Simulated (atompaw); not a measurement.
# A PAW (atompaw) potential for B, from input to tests

Do these settings give a usable potential? It is generated, then checked for scattering, ghosts and hardness.

Method: atompaw 4.2.0.5, PBE, scalar-relativistic.

2 further runs of the same task are left out: 1 that didn't finish, 1 set aside as unsound or not needed.

**1. The atom and the settings**

The settings as typed:

| Quantity | Value |
| --- | --- |
| element | boron (B, Z = 5) |
| type | PAW |
| frozen core | [He] |
| valence charge | 3 |
| reference configuration | 2s2 2p0 (charge +1) |
| partial waves | 2s (bound): rc 1.60 bohr; 2s channel at -0.9 Ry: rc 2.20 bohr; 2p (bound, empty): rc 2.20 bohr; 2p channel at -0.05 Ry: rc 2.20 bohr |
| local potential | troulliermartins scheme with l = 2 at 0.5 Ry, radius 1.80 bohr |
| core correction | smooth core density matched at 1.50 bohr |
| augmentation charge | sinc compensation charge, radius 1.80 bohr; PAW radius 2.20 bohr; waves and projectors: custom polynom2 7 10 vanderbiltortho |

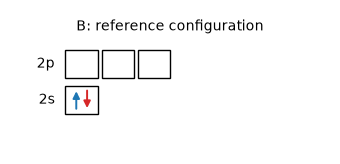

The outer shells as boxes. The arrows follow Hund's rule for the drawing; the calculation itself is spin-unpolarised.

The nodes and maxima of the atom's own shells, from an earlier all-electron run, set the scale for the radii.

All-electron outer shells of the reference configuration (PBE, scalar-relativistic, ld1.x):

```json
{"shell": "1s", "level (eV)": "-193.63", "outermost node (bohr)": "–", "outermost maximum (bohr)": "0.21"}
{"shell": "2s", "level (eV)": "-19.51", "outermost node (bohr)": "0.46", "outermost maximum (bohr)": "1.44"}
{"shell": "2p", "level (eV)": "-13.36", "outermost node (bohr)": "–", "outermost maximum (bohr)": "1.41"}
{"shell": "3d", "level (eV)": "-2.18", "outermost node (bohr)": "–", "outermost maximum (bohr)": "4.97"}
```

**2. Generation**

B.input reads:

```
B 5
GGA-PBE scalarrelativistic loggrid 1500 logderivrange -3 5 201
2 2 0 0 0 0
2 1 0
0 0 0
c
v
v
1
2.20 1.80 1.80 1.50
y
-0.9
n
y
-0.05
n
custom polynom2 7 10 vanderbiltortho sinc
2 0.5 troulliermartins
1.60
2.20
2.20
2.20
PWSCFOUT
UPFDX 0.0125d0 UPFXMIN -7.d0 UPFZMESH 5.d0
END
```

Launch:

```
$ atompaw < B.input > B.log
```

What the program wrote to the file B (summary file):

```text
 Completed calculations for B (AE)

 Exchange-correlation type: GGA, Perdew-Burke-Ernzerhof

 Radial integration grid is logarithmic 
 r0 =   1.4561695E-03 h =   7.2808477E-03   n =      1500 rmax =   8.0000000E+01

 Scalar relativistic calculation

 AEatom converged in  19 iterations
   nz     =   5.00
   delta  =       3.865452339733E-17

 All Electron Orbital energies:         
  n  l      occupancy      energy
  1  0      2.0000000E+00 -1.4231259E+01
  2  0      2.0000000E+00 -1.4340295E+00
  2  1      0.0000000E+00 -9.8224988E-01

 Total energy
   Total                    :      -48.60227904611821

 ---
 Completed calculations for B (SC)

 Exchange-correlation type: GGA, Perdew-Burke-Ernzerhof

 Radial integration grid is logarithmic 
 r0 =   1.4561695E-03 h =   7.2808477E-03   n =      1500 rmax =   8.0000000E+01

 Scalar relativistic calculation

 SCatom converged in   1 iterations
   nz     =   5.00
   delta  =       5.607520860181E-20

 Valence Electron Orbital energies:         
  n  l      occupancy      energy
   2  0      2.0000000E+00 -1.4340295E+00
   2  1      0.0000000E+00 -9.8224988E-01

 Total energy
   Total                    :      -48.60227904611918
   Valence                  :      -10.36493803291691

 PAW parameters: 
       lmax =            1
         rc =    2.2076476286163795     
        irc =         1007
   rc_shape =    1.8002303400446913     
    rc_vloc =    1.8002303400446913     
    rc_core =    1.5004002907852756     
   Vloc: Norm-conserving Troullier-Martins with l= 2;e=   5.0000E-01
   Projector type: improved polynomial pseudization + Vanderbilt ortho.
   Sinc^2 compensation charge shape zeroed at   1.8002E+00

 Number of basis functions     4
 No.   n  nodes  l      Energy         Cp coeff         Occ
  1    2    1    0   -0.1434029E+01 -0.3111439E+03  0.2000000E+01
  2  999    2    0   -0.9000000E+00 -0.2037528E+02  0.0000000E+00
  3    2    0    1   -0.9822499E+00 -0.2452023E+02  0.0000000E+00
  4  999    1    1   -0.5000000E-01 -0.1451673E-01  0.0000000E+00

 Eigenvalues of overlap operator (in the basis of projectors):
    1        3.46199800E-03
    2        2.04564830E-02
    3        1.88346312E+02
    4        2.18707202E+02

 Orbital leakage outside PAW augmentation regions
   orb  is_core?  %out_of_sphere
   1 0    T           0.00
   2 0    F          24.66
   2 1    F          28.88

 Summary of PAW energies
   Total valence energy     :    -10.36494134574899
   Smooth energy            :      2.97723890344186
   One center               :    -13.34218024919085
   Smooth kinetic           :      1.40480112421629
   Vloc energy              :     -0.47203334969078
   Smooth exch-corr         :     -1.23704658920321
   One-center xc            :     -5.85026702379340
```

Wall time 0.47 s (1 thread of Intel Xeon Platinum 8559C, shared host).

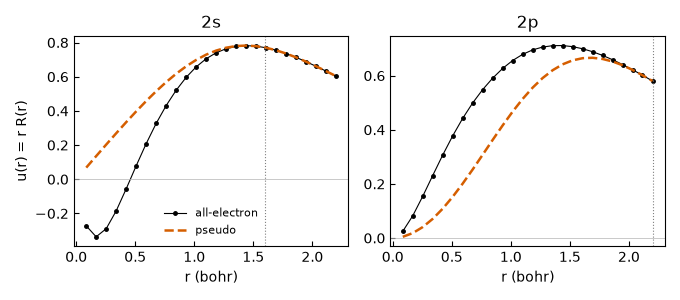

All-electron and pseudo partial waves (2s, 2p), with the matching radii dotted. The curves join 26 sampled radii.

**3. Scattering by logarithmic derivatives**

Taken from the files of the generation run. The phase is arctan(r·u′/u) with u = r·R, unwrapped, with energies in Ry. A pole is an energy at which the radial function vanishes at the test radius. The pseudo phase is shifted by a multiple of π to meet the all-electron one at the reference energy. Levels narrower than the energy grid can be missing from the poles. The last column is the largest difference on the grid between −1 and +1 Ry.

| channel | radius (bohr) | reference (Ry) | poles AE | poles PS | window around the reference with phases within 0.05 rad (Ry) | largest difference near zero (rad) |
| --- | --- | --- | --- | --- | --- | --- |
| s | 2.21 | -1.43 | -0.35 | -0.35 | below 2.5 | 0.001 |
| p | 2.21 | -0.98 | -0.07 | -0.07 | below 2.8 | 0.000 |

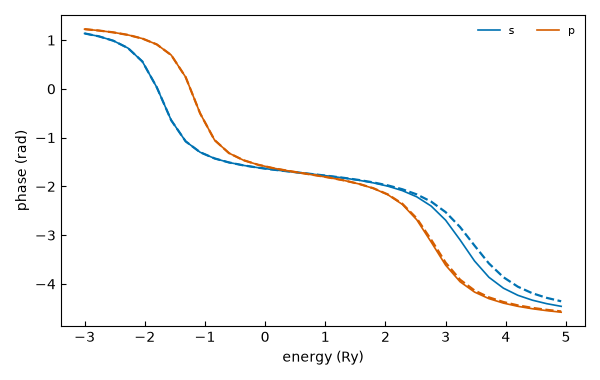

Phases by channel: all-electron solid, pseudo dashed.

**4. Cutoff and ghost test in a Bessel basis**

This step uses the generator's waves and projectors in a separate script. Basis: spherical Bessel functions vanishing at 20 bohr, q² up to the cutoff; potential fixed at the reference.

All-electron valence levels (Ry): 2s -1.4340, 2p -0.9822. The lowest levels of each channel (Ry) by cutoff; the last column sums, over occupied levels, occupation times the distance from the level at 400 Ry. A positive value at high cutoff is not a bound level.

```
cutoff (Ry)     s #1     p #1     d #1     f #1  Σ f·Δε (mRy)
          6  -1.4322  -0.9398  -0.1585  -0.0445           3.7
          8  -1.4325  -0.9716  -0.1594  -0.0445           3.1
         10  -1.4327  -0.9804  -0.1596  -0.0445           2.7
         12  -1.4331  -0.9817  -0.1598  -0.0445           1.8
         15  -1.4336  -0.9818  -0.1598  -0.0445           0.9
         18  -1.4339  -0.9820  -0.1599  -0.0445           0.2
         21  -1.4340  -0.9821  -0.1599  -0.0445           0.0
        400  -1.4340  -0.9822  -0.1599  -0.0445           0.0
```

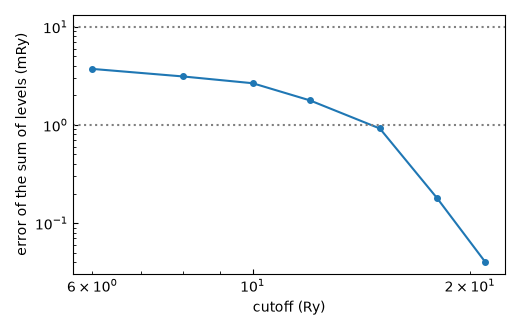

Occupation-weighted error of the valence levels against the cutoff; the dotted lines mark 10 and 1 mRy.

The sum stays within 10 mRy from 6 Ry or less and within 1 mRy from 15 Ry. The sum leaves out empty levels, which can need more. Ghost test: no level below the all-electron spectrum of its channel (s, p, d, f tested).

**5. Outcome**

| quantity | value |
| --- | --- |
| cutoffs for 10 and 1 mRy, occupied levels | 6 Ry or less and 15 Ry |
| bound ghosts | none found |
| largest phase difference near zero energy, channels read | 0.001 rad |
| lowest eigenvalue of the overlap (Bessel basis) | 0.041 (s) |
| share of valence orbitals outside the PAW sphere | 2s 25 %, 2p 29 % |
| UPF file | written |

By its cutoff, 6 Ry or less for the looser tolerance, it is soft on the atom at that tolerance. That counts occupied waves only; other projectors can need more. The Bessel-basis test finds no level below the valence levels. Near zero energy the phases of the channels with partial waves agree within 0.001 rad.
